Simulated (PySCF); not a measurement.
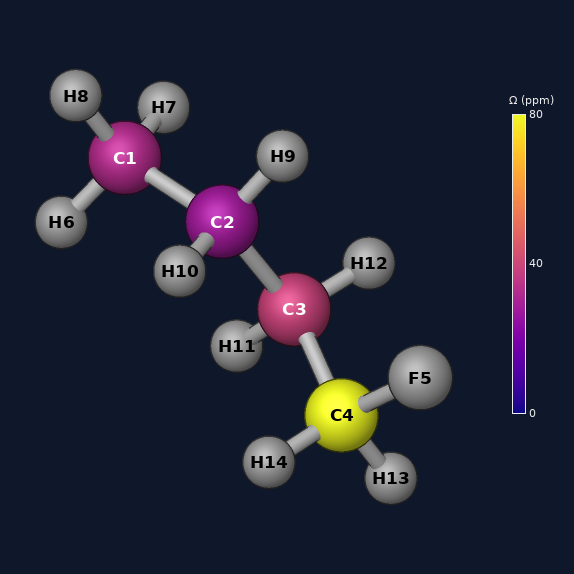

The C atoms are coloured by the span of their shielding tensor. Geometry: a distorted geometry made from a computed GFN2-xTB structure, not a minimum. Level of theory: GIAO PBE0/pcSseg-1 NMR shielding, non-relativistic, gas phase (PySCF 2.14.0). Principal shieldings σ11 ≤ σ22 ≤ σ33, span Ω = σ33 − σ11, skew κ = 3(σiso − σ22)/Ω.

Which C atom has the most anisotropic shielding?

C4, with a span of 80 ppm.

Give the shielding tensors of the C atoms.

| atom | σ11 | σ22 | σ33 | σiso | Ω | κ |
| --- | --- | --- | --- | --- | --- | --- |
| C1 | 153.2 | 167.4 | 186.3 | 169.0 | 33.1 | 0.14 |
| C2 | 145.2 | 165.6 | 173.4 | 161.4 | 28.1 | −0.45 |
| C3 | 128.6 | 153.1 | 167.7 | 149.8 | 39.1 | −0.26 |
| C4 | 63.6 | 85.4 | 143.4 | 97.5 | 79.8 | 0.45 |

Shieldings and span in ppm.
